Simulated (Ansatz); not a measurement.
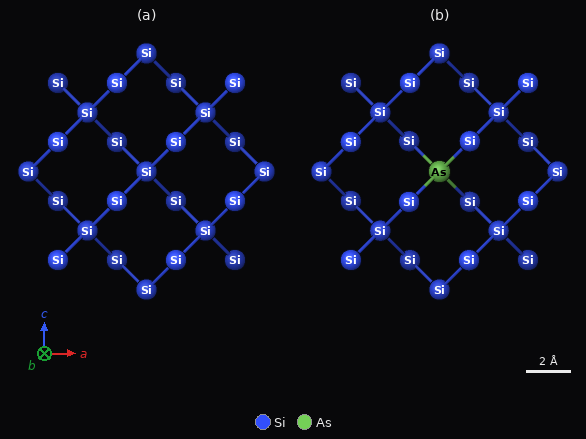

Left: perfect Si. Right: the same region with one point defect, after relaxing the atoms in a supercell of 32 sites. Style: ball-and-stick. Shown: the atoms within 6.0 Å of one point, in a slice 5.0 Å thick across the line of sight, along the b axis.

Theory: DFT LDA, scalar-relativistic, plane waves, PAW (Ansatz). Set-up: plane-wave cutoff 420 eV; k-point mesh 3 × 3 × 3; occupations gaussian; smearing width 0.02 eV; collinear spin. The cell is small and the k-mesh coarse, so the numbers are rough. The axes drawn are those of the host's conventional cell.

### What kind of defect was made?

A silicon atom is replaced by arsenic.

The charge state of the cell is 0.

### What does the relaxation do around it?

In the host the Si atom has 4 Si at 2.34 Å; the As atom ends with 4 Si at 2.40 to 2.41 Å. Of the host's atoms, a silicon atom moves furthest from its site, by 0.07 Å.
